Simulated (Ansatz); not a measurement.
## Computed frozen-phonon scan: Ga2Cu (space group P4/mmm)

Starting cell, Ga2Cu (space group P4/mmm):

```yaml
crystal:
  lattice:
    - [5.54212, 0.00000, 0.00000]
    - [2.77106, 2.77106, 0.00000]
    - [0.00000, 0.00000, 5.66530]
  atoms:
    - { symbol: Ga, position: [0.00000, 0.50000, 0.28331] }
    - { symbol: Ga, position: [0.50000, 0.50000, 0.28331] }
    - { symbol: Ga, position: [0.00000, 0.50000, 0.71669] }
    - { symbol: Ga, position: [0.50000, 0.50000, 0.71669] }
    - { symbol: Cu, position: [0.00000, 0.00000, 0.00000] }
    - { symbol: Cu, position: [0.50000, 0.00000, 0.00000] }
```

A phonon eigenvector at M = (0.5, 0.5, 0.0) is frozen into this cell: atom i moves by Q times the vector below, so Q is the largest atomic displacement, in Å. The cell is held. It is one choice among 2 degenerate patterns. (q is in reciprocal vectors of the primitive cell; the cell shown is doubled to hold the pattern.)

```csv
atom,x,y,z
Ga1,0.000,1.000,0.000
Ga2,0.000,-1.000,0.000
Ga3,0.000,-1.000,0.000
Ga4,0.000,1.000,0.000
```

Atoms not listed stay in place.

All values below come from LDA (plane waves to 420 eV, PAW, scalar-relativistic; Ansatz, a first-principles code). k mesh 17×17×8 (Γ-centred), Fermi-Dirac smearing 0.05 eV. The energy includes the smearing's −TS. With partly filled bands, energies and forces of such displacements shift with the k mesh and the smearing. Ga2Cu is run without spin polarisation. Ga2Cu was relaxed with its symmetry unable to fall. ΔE is measured from the undisplaced structure.

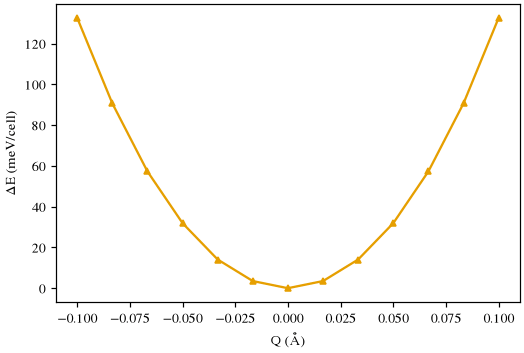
*ΔE (meV/cell) against Q (Å); one marker a computed point.*

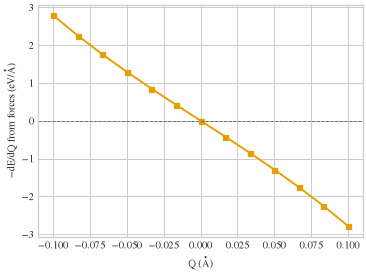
−dE/dQ from forces (eV/Å) against Q (Å); markers are the computed points, lines only join them.

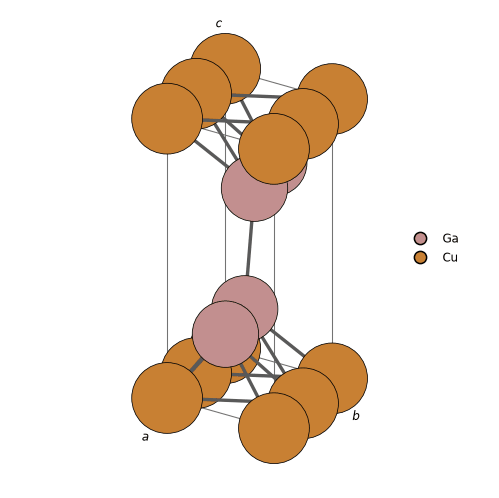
Figure: The cell of the calculation at Q = 0.100 Å.

The energy at Q = 0.100 Å is 133 meV/cell. Shape of the curve: a single well with its minimum at or next to zero displacement. Harmonic wavenumber from the curvature (finite differences): 157 cm⁻¹. Space group of the distorted cell: Cmme (No. 67), lowered from P4/mmm. Symmetry of the curve: even: the same for both signs.

E″ = 25.16 eV/Å², M = Σ mᵢ|uᵢ|² = 278.9 u, ν̃ = 521.5·√(|E″|/M).

(For displaced atoms, the force is minus the slope of the energy, and its curvature is a force constant, which sets phonon frequencies.)
